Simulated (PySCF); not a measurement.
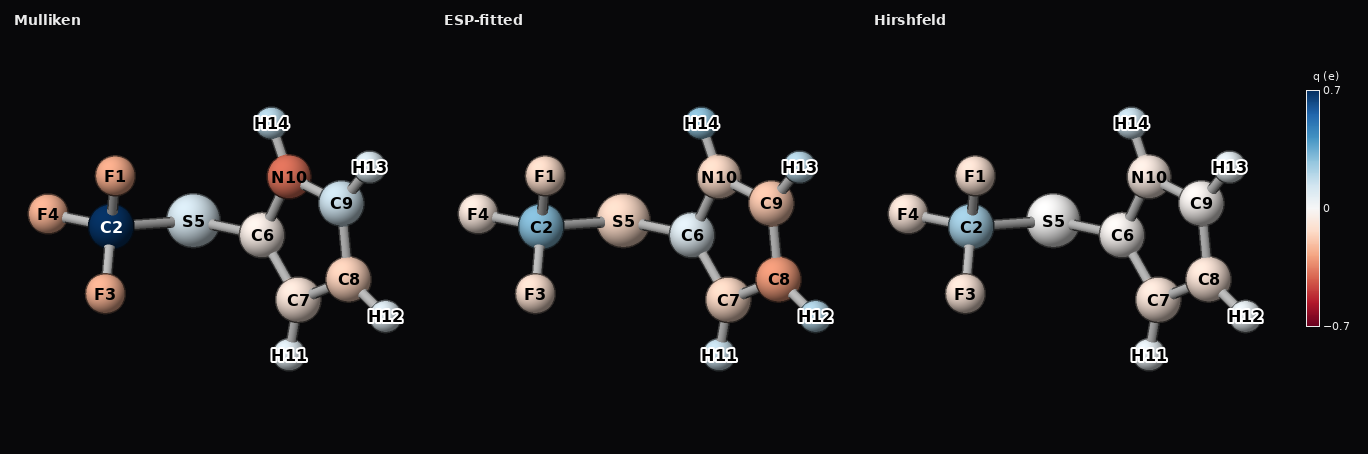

Atomic charges of one calculation by 3 schemes, on one colour scale. Computed geometry: GFN2-xTB optimisation. No frequency run is at hand to confirm it as a minimum. Level of theory: PBE0/pcSseg-1 (PySCF 2.14.0).

Which scheme gives the most polar picture (largest mean size of the charges)?

The Mulliken charges are the largest in size here, and the Hirshfeld charges the smallest.

On which atom do the schemes disagree most?

On C2 (from 0.24 to 0.69 e).

List the charges (e), one line for each set of equivalent atoms.

| atom | Mulliken | ESP-fitted | Hirshfeld |
| --- | --- | --- | --- |
| F1 | −0.26 | −0.13 | −0.10 |
| C2 | 0.69 | 0.30 | 0.24 |
| F3 | −0.24 | −0.11 | −0.09 |
| F4 | −0.24 | −0.08 | −0.09 |
| S5 | 0.12 | −0.13 | 0.00 |
| C6 | −0.05 | 0.09 | −0.02 |
| C7 | −0.08 | −0.14 | −0.09 |
| C8 | −0.16 | −0.30 | −0.09 |
| C9 | 0.15 | −0.19 | −0.02 |
| N10 | −0.38 | −0.13 | −0.06 |
| H11 | 0.08 | 0.15 | 0.06 |
| H12 | 0.09 | 0.20 | 0.05 |
| H13 | 0.10 | 0.19 | 0.06 |
| H14 | 0.20 | 0.28 | 0.15 |
